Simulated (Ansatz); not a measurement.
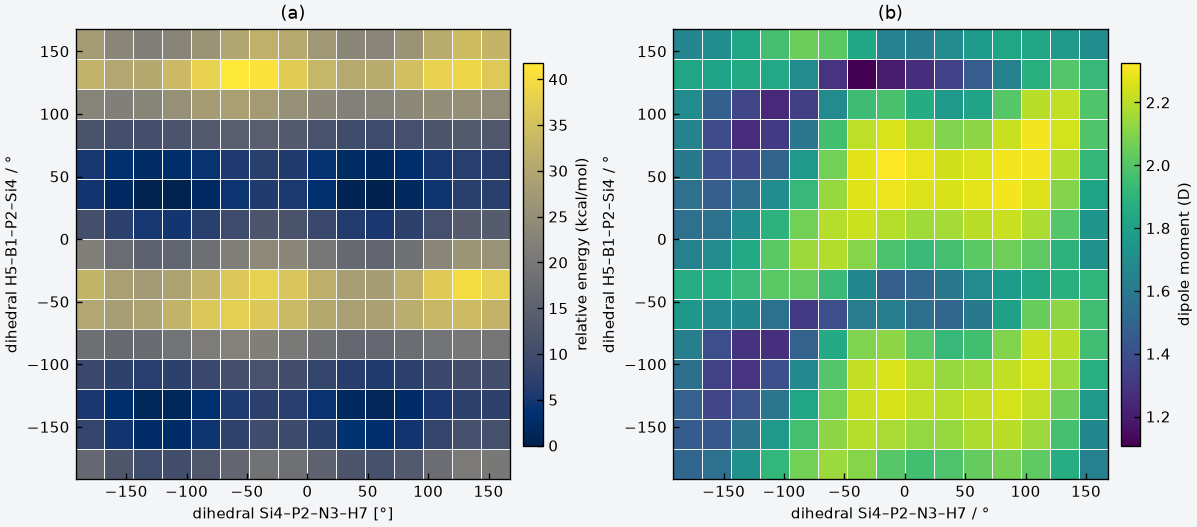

BH7NPSi, SMILES BP(N)[SiH3]. The first coordinate is: dihedral Si4–P2–N3–H7; the second: dihedral H5–B1–P2–Si4. Nothing is relaxed (all other coordinates rigid). The grid has 15 × 15 points. Energies are in kcal/mol, from the lowest grid point. Method: RKS r2SCAN-D4/def2-SVP (Ansatz 0.2.0).

Panel (a) is the energy and panel (b) the computed dipole moment on the same grid.

The picture shows one coloured cell a grid point.

> How does the dipole moment vary over the map, and what is it at the lowest grid point?

Leaving out the highest fifth of the energies, it runs from 1.25 D at dihedral Si4–P2–N3–H7 = −108°, dihedral H5–B1–P2–Si4 = 108° to 2.33 D at dihedral Si4–P2–N3–H7 = −12°, dihedral H5–B1–P2–Si4 = 60°. At the lowest grid point, dihedral Si4–P2–N3–H7 = 60°, dihedral H5–B1–P2–Si4 = 36°, it is 2.28 D.
